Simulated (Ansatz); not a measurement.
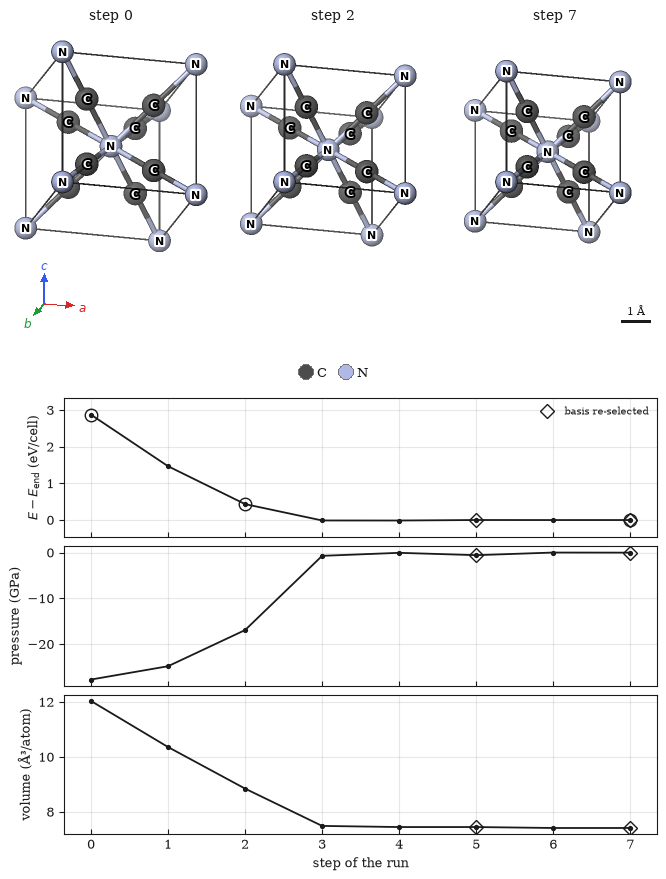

Frames of a relaxation of solid C$_{4}$N (a generated structure, set up in Im-3m) (coarse preliminary run), marked on the history of the run. The picture is a ball-and-stick view of the conventional cell (2 times the calculation's cell), seen from a free direction. Lengths and directions refer to the drawn axes.

Computed with Ansatz, DFT PBE, scalar-relativistic, plane waves, PAW. (plane-wave cutoff 420 eV; k-point mesh 6 × 6 × 6; occupations gaussian; smearing width 0.1 eV; no spin polarisation; cell and atoms relaxed; force threshold 0.04 eV/Å; at most 70 steps)

### Describe the path.

The atoms keep their places relative to the cell (all moves are under 0.005 Å). The volume changes by −38.4 %, with a = b = c 4.937 → 4.201 Å (−14.9 %). Some distances before and after: C–C 2.469 → 2.101 Å, C–N 2.138 → 1.819 Å. The space group stays Im-3m (No. 229). The energy falls by 2.875 eV per cell of the calculation in 5 accepted moves (7 points after the start). All forces vanish by symmetry, so only the cell relaxes. The pressure goes from −27.73 to 0.00 GPa. At 2 points the geometry stayed and the basis and grid were re-selected for the new cell (energy shift of 13.5 meV per cell of the calculation at most each time). The run took 5.4 s on 1 thread of Intel(R) Xeon(R) Platinum 8488C (Sapphire Rapids), on a shared host, peak memory 0.38 GiB. From step 0 to 2: volume −26.5 %, energy −2.440 eV per cell of the calculation. From step 2 to 7: volume −16.2 %, energy −0.435 eV per cell of the calculation.
